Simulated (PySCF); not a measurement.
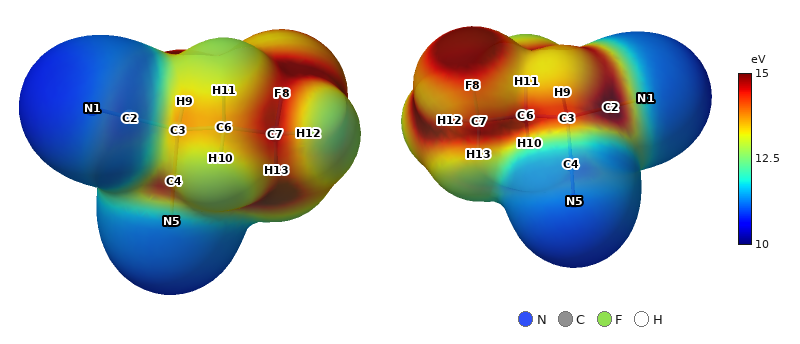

*C5H5FN2, SMILES `N#CC(C#N)CCF`. Average local ionisation energy on the surface of electron density 0.001 a.u. (back view left, front view right).*

PySCF calculation, B3LYP/def2-SVPD, gas phase; geometry: GFN2-xTB. No frequency check shows the geometry to be a minimum.

> Where are the most loosely bound electrons on this surface?

The lowest value is 10.8 eV, 1.9 Å from N1. Further minima include 12.3 eV, 1.3 Å from H12; 12.9 eV, 1.3 Å from H10; 13.3 eV, 1.3 Å from H9. For comparison, the highest occupied orbital lies at −9.8 eV.
